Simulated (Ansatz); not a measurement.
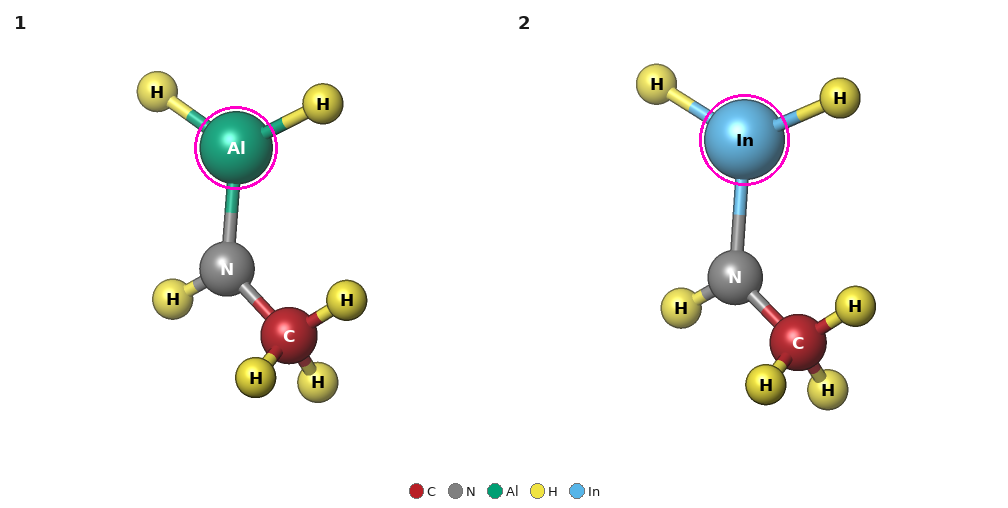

2 molecules with one skeleton, seen from the same side and at one scale; the atom that differs is circled. Charge 0, singlet. Computed geometries: PBE0-D4/def2-TZVP optimisations, one conformation each. Properties computed with Ansatz 0.2.0. Elements past Kr carry core potentials.

One atom differs, called X below: Al in panel 1, In in panel 2. Their formulas are CH6AlN (`C[NH][AlH2]`), CH6InN (`C[NH][InH2]`).

In which is the mean length of X–H larger (PBE0-D4/def2-TZVP)?

Answer. In panel 2 (X = In).

In which is the length of X–N larger (PBE0-D4/def2-TZVP)?

Answer. In panel 2 (X = In).

Give the values. With PBE0-D4/def2-TZVP: mean length of X–H (Å), length of X–N (Å), angle H–X–H (°), dipole moment (D), harmonic zero-point energy (kJ/mol). With ωB97M-V/def2-SVP: HOMO energy (Kohn–Sham orbital) (eV), HOMO–LUMO gap (eV).

```tsv
quantity	1 (Al)	2 (In)	2 − 1
mean length of X–H (Å)	1.584	1.712	+0.128
length of X–N (Å)	1.768	2.011	+0.243
angle H–X–H (°)	125.0	131.2	+6.2
HOMO energy (Kohn–Sham orbital) (eV)	−9.10	−8.48	+0.62
HOMO–LUMO gap (eV)	10.31	9.06	−1.25
dipole moment (D)	1.25	0.47	−0.78
harmonic zero-point energy (kJ/mol)	177.8	171.6	−6.2
```
